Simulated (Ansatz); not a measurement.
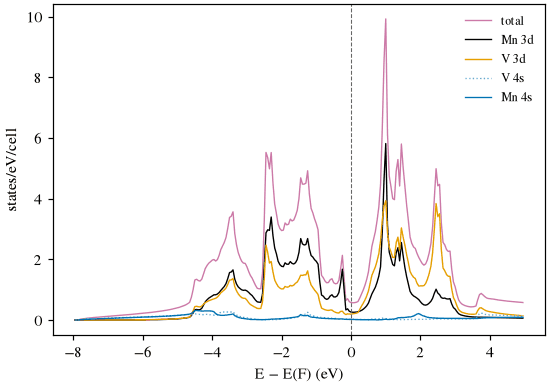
*Total and projected density of states of MnV (CsCl type, Pm-3m), plane-wave PAW PBEsol (Ansatz code)*

**Question.** Which orbitals carry the states next to the Fermi level?

**Answer.** Within 0.5 eV of the Fermi level: Mn 3d 55 %, V 3d 33 %, outside the projected shells 7 %. Projections are on Löwdin-orthogonalised atomic valence shells; empty p or d shells of many metals are not among them.

**Question.** Where is the tallest occupied peak in this window, and what makes it?

**Answer.** Near -2.4 eV, about 5.5 states/eV per cell; the largest projected share is Mn 3d.

The workflow started from an entry of the Crystallography Open Database (COD). Its standing as an ambient phase is unchecked. The PBEsol relaxation kept the symmetry of its start; of distortions, only those at the zone centre were tested. The workflow began spin-polarised and lost its moments.

Potentials: the later of the program's two PAW sets.
